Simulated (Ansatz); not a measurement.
TiO2 (anatase), scan of one atom of the cell

TiO₂ (anatase)

```xyz
6
Lattice="-1.8849 1.8849 4.7759 1.8849 -1.8849 4.7759 1.8849 1.8849 -4.7759" Properties=species:S:1:pos:R:3 pbc="T T T"
Ti     0.0000     0.0000     4.7759
Ti     1.8849     0.0000     2.3879
O      0.0000     0.0000     2.7936
O      1.8849     0.0000     0.4057
O      1.8849     0.0000     4.3702
O      0.0000     0.0000     6.7581
```

In each cell atom 1 (Ti, nearest neighbour O at 1.928 Å; its periodic images, 3.8 Å or more away, move with it) moves by s·(0.577, 0.577, 0.577) (along Cartesian [111]), the rest being held.

Level of theory: PBEsol (plane waves to 420 eV, PAW, scalar-relativistic; Ansatz, a quantum-chemistry and plane-wave program). k mesh 10×10×10 (Γ-centred), Fermi-Dirac smearing 0.05 eV. E stands for the smeared free energy. Left out: 4 of 11 points, with atoms too close for the PAW data. TiO2 is run without spin polarisation. TiO2 was relaxed with its symmetry unable to fall. ΔE is measured from the undisplaced structure.

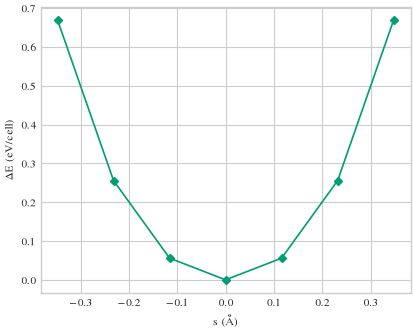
*ΔE (eV/cell) against s (Å); one marker a computed point.*

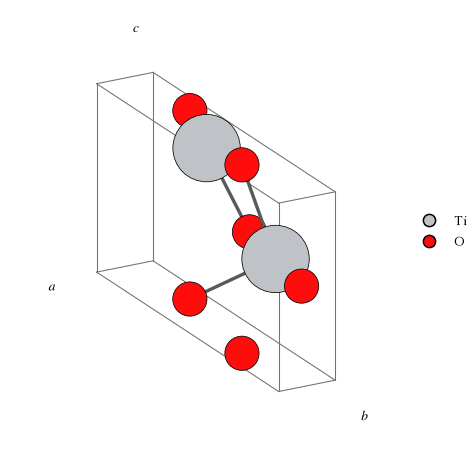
Fig. 1. The cell of the calculation at s = -0.348 Å.

The energy at s = 0.348 Å is 669 meV/cell, the force along the line at s = -0.348 Å is 4.69 eV/Å and the force constant k = d²E/ds² at s = 0 (finite differences) is 8.02 eV/Å². Harmonic estimate at the end of the scan: ½ks² = 486 meV/cell against the computed 669 meV/cell, so the well is stiffer than harmonic there. Shape of the curve: a single well with its minimum at or next to zero displacement.

The forces along the line at the two nearest points give (1.015 − (-1.015)) / (2·0.116) = 8.75 eV/Å²; the next pair corrects for the finite step.

(For displaced atoms, the force is minus the slope of the energy, and its curvature is a force constant, which sets phonon frequencies.)
